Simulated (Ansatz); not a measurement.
# BH₄−: inputs that go wrong

Aim: try 3 inputs for BH₄− as typed, read how each ends, and find what has to change.

Program: Ansatz 0.2.0, Gaussian basis. Level of theory: the settings change from run to run. These are calculated values, not measurements.

### Step 1. The relaxed structure

The geometry comes from an earlier relaxation with PBE0-D4 in a triple-zeta def2 set; it is a stationary point.

SMILES `[BH4-]`, 5 atoms, charge -1, spin multiplicity 1.

Atoms are counted from 1 here; the program's logs count them from 0.

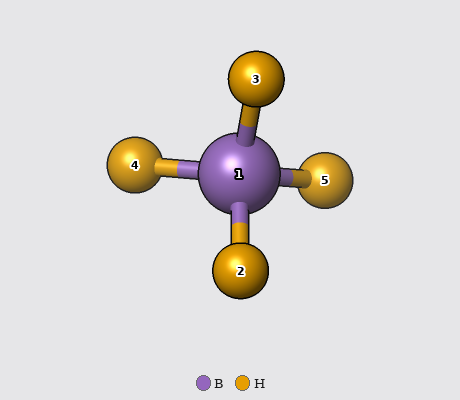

The geometry (boron purple, hydrogen amber); atoms are numbered from 1 in the order of the file.

### Step 2. Input 1

Contents of in.yaml:

```yaml
crystal:
  periodic: [false, false, false]
  atoms:
    - {symbol: B, position_ang: [0.126807, -0.012601, -0.056298]}
    - {symbol: H, position_ang: [1.300235, 1.868543, 0.433139]}
    - {symbol: H, position_ang: [1.462721, -1.907728, -0.133610]}
    - {symbol: H, position_ang: [-1.156873, 0.296139, -2.060123]}
    - {symbol: H, position_ang: [-1.507836, -0.309565, 1.833572]}
basis:
  gaussian: {orbitals: cc-pVTZ}
magnetization: {spin_polarized: true, initial_magnetization: 1}
hamiltonian: {xc: {name: B2GP-PLYP}}
accuracy: high
output: {forces: true}
```

Command:

```console
$ ansatz run in.yaml --threads 2 --pin off --events-out ev --progress --plain --max-ram 32768MiB --backend cpu
```

The log of the run, shortened:

```text
Functional definition: B2GP-PLYP
  name "B2GP-PLYP"
  cite "Karton, Tarnopolsky, Lamère, Schatz & Martin, J. Phys. Chem. A 112, 12868 (2008) doi:10.1021/jp801805p"
  cite "Becke, Phys. Rev. A 38, 3098 (1988) doi:10.1103/PhysRevA.38.3098"
  cite "Lee, Yang & Parr, Phys. Rev. B 37, 785 (1988) doi:10.1103/PhysRevB.37.785"
[...]
1318 factors; integrals over basis functions are off by at most 1.4e-8 eV
[...]
mean field -725.02830331 eV, -26.6442987048 hartree, gradient 2.6e-8 eV, S^2 2.235134; 10 other end points of the search recorded, 0 dependent functions left out
1 core orbitals not correlated: weight in the atoms' cores, before any rotation towards them, 1.000 or more for the frozen orbitals, at most 0.000 for the correlated occupied ones
reference -725.02832451 eV, -26.6442994841 hartree; 4, 3 occupied and 81, 82 virtual orbitals, 1318 factors
second order -2.19708412 eV of doubles, -0.00000000 eV of singles
[...]
Total energy: -725.81927480 eV, -26.6733663708 hartree
Atom 0 at     0.126807    -0.012601    -0.056298 Å, force     1.543785     0.299566     0.125769 eV/Å
Atom 1 at     1.300235     1.868543     0.433139 Å, force    -0.983673    -1.374182    -0.367854 eV/Å
Atom 2 at     1.462721    -1.907728    -0.133610 Å, force    -0.910632     1.108604     0.033466 eV/Å
Atom 3 at    -1.156873     0.296139    -2.060123 Å, force     0.211047    -0.071179     0.449056 eV/Å
Atom 4 at    -1.507836    -0.309565     1.833572 Å, force     0.139473     0.037191    -0.240437 eV/Å
Dipole moment:    -0.234679    -0.028058    -0.033974 e Å
```

It took 16 s on 2 threads, shared host.

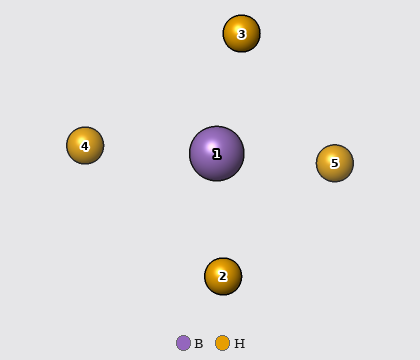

The geometry of this input.

Diagnosis: The run converged, but a converged run isn't a right one. The coordinates are in bohr but typed as ångström. The shortest distance is 2.27 Å (B1–H2), against 1.24 Å in the relaxed molecule. It also asks for charge 0 and multiplicity 2, another species or state than the molecule above. Its energy is no property of the relaxed molecule. To mend it, take the coordinates from the file in ångström, and set charge and spin to those of the species named.

### Step 3. Input 2

Contents of in.yaml:

```yaml
crystal:
  periodic: [false, false, false]
  atoms:
    - {symbol: B, position_ang: [-0.080055, 0.159122, 0.038137]}
    - {symbol: H, position_ang: [0.903887, 0.968138, 0.055172]}
    - {symbol: H, position_ang: [0.639708, -0.784076, -0.022183]}
    - {symbol: H, position_ang: [-0.334217, 0.393703, -1.292687]}
    - {symbol: H, position_ang: [-0.915238, -0.088201, 0.890110]}
basis:
  gaussian: {orbitals: def2-TZVPPP, point_charges: [{charge: 0.50, position_ang: [4.793, 0.678, -0.880]}]}
total_charge: -1
magnetization: {spin_polarized: true, initial_magnetization: 0}
hamiltonian: {xc: {name: wPBEh}}
accuracy: high
output: {forces: true}
```

The command is unchanged.

The log of the run:

```text
Error: <dir> can't be read: No such file or directory (os error 2)
```

Run time: 0.05 s. Hardware: 2 threads, shared host.

Diagnosis: The program refused the input before any cycle. Its message: «<dir> can't be read: No such file or directory (os error 2)» The program finds no basis under the name given. Fix: choose a basis that the program's library holds for every element. Its coordinates are also moved off the relaxed structure.

### Step 4. Input 3

Contents of in.yaml:

```yaml
crystal:
  periodic: [false, false, false]
  atoms:
    - {symbol: B, position_ang: [0.032042, -0.011675, -0.021515]}
    - {symbol: H, position_ang: [0.762276, 0.988811, 0.216676]}
    - {symbol: H, position_ang: [0.761534, -1.028176, -0.091808]}
    - {symbol: H, position_ang: [-0.519690, 0.153475, -1.155209]}
    - {symbol: H, position_ang: [-0.815527, -0.188563, 0.860774]}
basis:
  gaussian: {orbitals: def2-SVPD}
total_charge: -1
magnetization: {spin_polarized: true, initial_magnetization: 8}
hamiltonian: {xc: {name: r2SCAN0}, dispersion: d3bjatm}
output: {forces: true}
```

Launched as before.

The log of the run, shortened:

```text
Functional definition: r2SCAN0
  name "r2SCAN0"
  cite "Bursch, Neugebauer, Ehlert & Grimme, J. Chem. Phys. 156, 134105 (2022) doi:10.1063/5.0086040"
  cite "Furness, Kaplan, Ning, Perdew & Sun, J. Phys. Chem. Lett. 11, 8208 (2020) doi:10.1021/acs.jpclett.0c02405"
  cite "Furness, Kaplan, Ning, Perdew & Sun, J. Phys. Chem. Lett. 11, 9248 (2020) doi:10.1021/acs.jpclett.0c03077"
  parent r2scan
[...]
415 factors; their error is unknown
[...]
a density is far from that of the atoms, so the factors are made again for it
522 factors; integrals over basis functions are off by at most 9.7e-4 eV
mean field -704.99374371 eV, -25.9080422193 hartree, gradient 1.1e-5 eV, S^2 20.000007; 0 other end points of the search recorded, 0 dependent functions left out
[...]
reference -704.99375452 eV, -25.9080426166 hartree; 9, 1 occupied and 43, 51 virtual orbitals, 522 factors
Total energy: -705.00297036 eV, -25.9083812927 hartree
Atom 0 at     0.032042    -0.011675    -0.021515 Å, force    -0.202508     0.392513    -0.004168 eV/Å
Atom 1 at     0.762276     0.988811     0.216676 Å, force     4.827335     6.568901     1.578925 eV/Å
Atom 2 at     0.761534    -1.028176    -0.091808 Å, force     4.826001    -6.732053    -0.461615 eV/Å
Atom 3 at    -0.519690     0.153475    -1.155209 Å, force    -3.537872     1.032468    -7.285029 eV/Å
Atom 4 at    -0.815527    -0.188563     0.860774 Å, force    -5.912955    -1.261829     6.171888 eV/Å
Dipole moment:     0.009866    -0.011930    -0.006302 e Å
```

Wall time 2.3 s (2 threads, shared host).

What is wrong: The run converged, but a converged run isn't a right one. The spin is set far too high for this molecule. Its coordinates are also moved off the relaxed structure. It asks for 8 unpaired electrons; the ground state has 0. Its energy belongs to an excited spin state, not the ground state. Cure: set initial_magnetization back to that of the ground state.

### Step 5. Summary

| input | level | ended | cause | time |
| --- | --- | --- | --- | --- |
| 1 | B2GP-PLYP/cc-pVTZ | converged | the coordinates are in bohr but typed as ångström | 16 s |
| 2 | wPBEh/def2-TZVPPP | refused | the program finds no basis under the name given | 0.05 s |
| 3 | r2SCAN0/def2-SVPD | converged | the spin is set far too high for this molecule | 2.3 s |

**Reading.** 2 converged, 1 refused. A refusal costs next to no computing time. The dangerous case is the input that converges on a wrong geometry, charge, spin, basis or grid: often only a look at the input shows it.
